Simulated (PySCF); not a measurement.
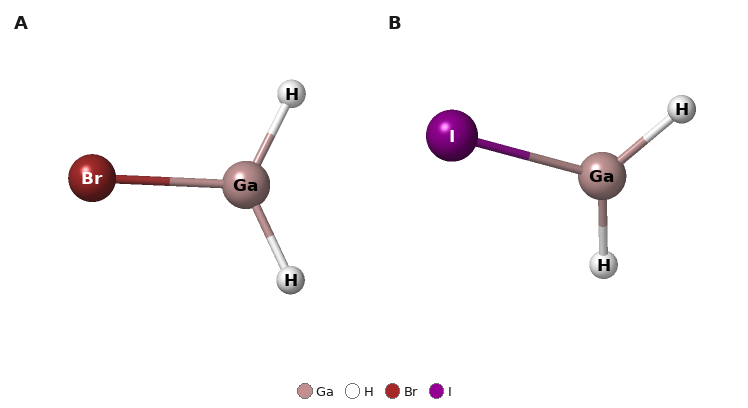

Two related species, optimised with PBE0-D3(BJ)/def2-SVP; properties computed with PySCF 2.14.0. Both: charge 0, singlet.

Question: Identify both.

Answer: A is GaH2Br, B is GaH2I.

Compare them. With CAM-B3LYP/def2-SVPD: dipole moment (D), HOMO–LUMO gap (eV), HOMO energy (Kohn–Sham orbital) (eV), lowest vertical singlet excitation (eV), mean static polarisability (bohr³). With PBE0-D3(BJ)/def2-SVP: mean Ga–H length (Å).

```
                               quantity      A      B
                      dipole moment (D)   1.95   1.66
                     HOMO–LUMO gap (eV)   8.32   7.53
   HOMO energy (Kohn–Sham orbital) (eV)  −9.38  −8.69
lowest vertical singlet excitation (eV)   4.89   4.33
     mean static polarisability (bohr³)   52.1   66.6
                   mean Ga–H length (Å)  1.559  1.560
```

Each is one conformer, and no frequency run is at hand to confirm it as a minimum.
